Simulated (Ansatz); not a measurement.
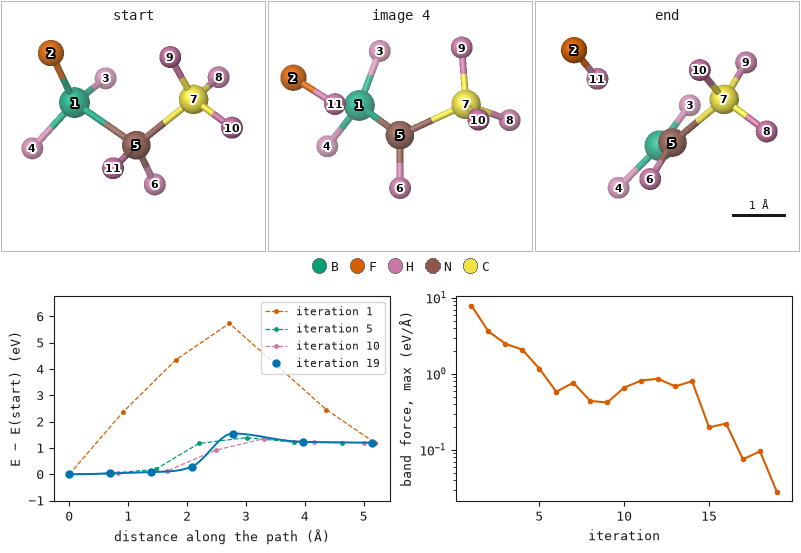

A search for the minimum-energy path of CH7BFN by the nudged elastic band. Images are numbered from 0 (start) to 6 (end). The plot follows the band through its iterations. Style: ball-and-stick. Shown at a tilt.

All numbers below come from RKS PBE0/6-31G* (Ansatz). Set-up: 5 movable images; climbing image; force threshold 0.05 eV/Å; iteration limit 60; starting path through a guess of the saddle point.

Q: Did the band converge, and can the barrier be trusted?

A: The result is final at these settings. The band converged in 19 iterations. The largest component of the band force went from 7.9 to 0.028 eV/Å. The climbing image converged on the top of the path. Its vibrational analysis gives one imaginary mode (487i cm⁻¹), as a transition state must have. The first iteration put the highest image at 5.73 eV. Forward barrier 1.55 eV, backward barrier 0.35 eV, with image 4 at the top; the reaction energy is +1.20 eV.

Cost: 3.6 min on 1 thread of Arm Neoverse V2 (shared host), peak memory 0.17 GiB.
